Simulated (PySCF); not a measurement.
## Electronic structure of C$_{3}$H$_{7}$BO$_{2}$ (SMILES C=CB(O)OC) in real space

```xyz
13

C    -2.5022   -0.5060   -0.1193
C    -1.2373   -0.8544   -0.3160
B     0.0134    0.0819   -0.0905
O    -0.0837    1.4250    0.1351
O     1.2201   -0.5170   -0.1237
C     2.4347    0.1698    0.0796
H    -2.7796    0.4826    0.2184
H    -3.3263   -1.1846   -0.2742
H    -1.0316   -1.8658   -0.6423
H    -0.9768    1.7642    0.1439
H     2.2601    1.2022    0.3846
H     3.0063    0.1567   -0.8516
H     2.9985   -0.3542    0.8544
```

Geometry: GFN2-xTB.

Level of theory: PBE0/pcSseg-1, SCF density, gas phase, non-relativistic (PySCF).

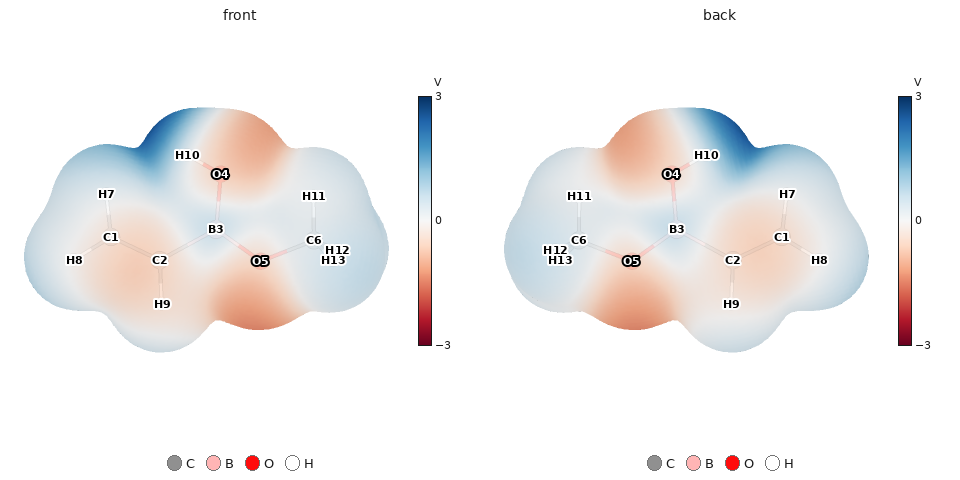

Figure 1. The electrostatic potential painted on the density surface at 0.002 e/bohr³, seen from the front and from behind; red is negative and blue positive.

Describe the electrostatic potential map.

The most negative region (about −1.4 V) lies over O5, the most positive (about +2.5 V) over H10. O5 is the likeliest acceptor of a hydrogen bond.

What dipole moment does the calculation give?

Its dipole moment is 1.06 D.

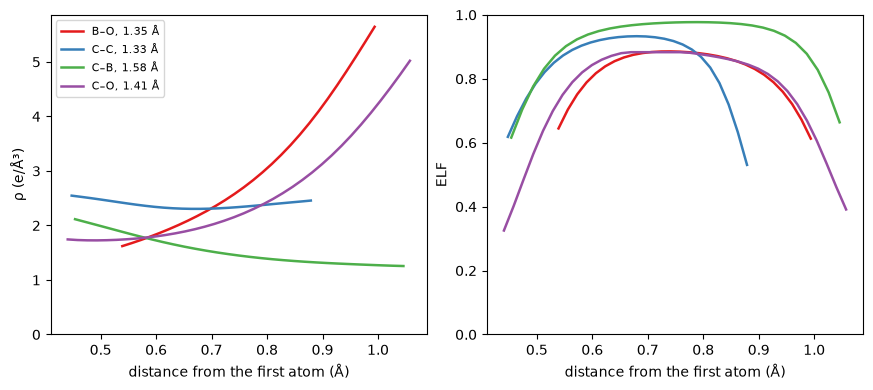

Figure 2. Total electron density and ELF along straight lines between neighbouring atoms. The curves leave out the atomic cores.

What can be read from the curves?

B–O (1.35 Å): ρ is about 2.2 e/Å³ halfway; the ELF peaks at about 0.90 between the atoms: a polar covalent bond.
C–C (1.33 Å): the density is about 2.3 e/Å³ at the midpoint; the ELF peaks at about 0.95 between the atoms: a multiple bond.
C–B (1.58 Å): ρ is about 1.4 e/Å³ halfway; the ELF peaks at about 1 between the atoms (a covalent bond).
C–O (1.41 Å): the density is about 2 e/Å³ at the midpoint, with its minimum of 1.7 e/Å³ about 0.5 Å from C; the ELF peaks at about 0.90 between the atoms, as expected for a polar covalent bond.
